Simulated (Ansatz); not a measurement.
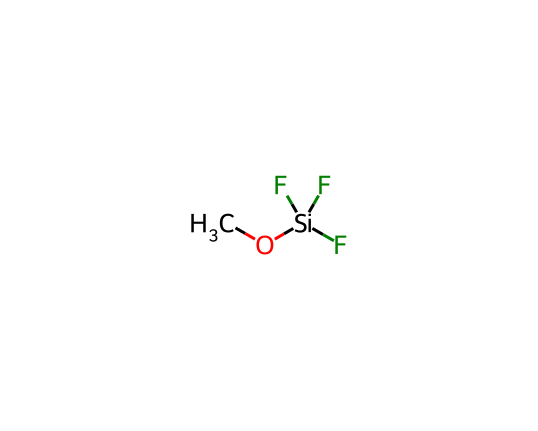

The picture comes from a calculation with Ansatz.

Question: Transcribe the drawing into SMILES.

Answer: CO[Si](F)(F)F

Question: Give the formula, hydrogens included.

Answer: CH3F3OSi.

Question: An optimisation with PBE0-D4/def2-TZVP gave a structure of which point group?

Answer: Cs. Other conformers may differ.
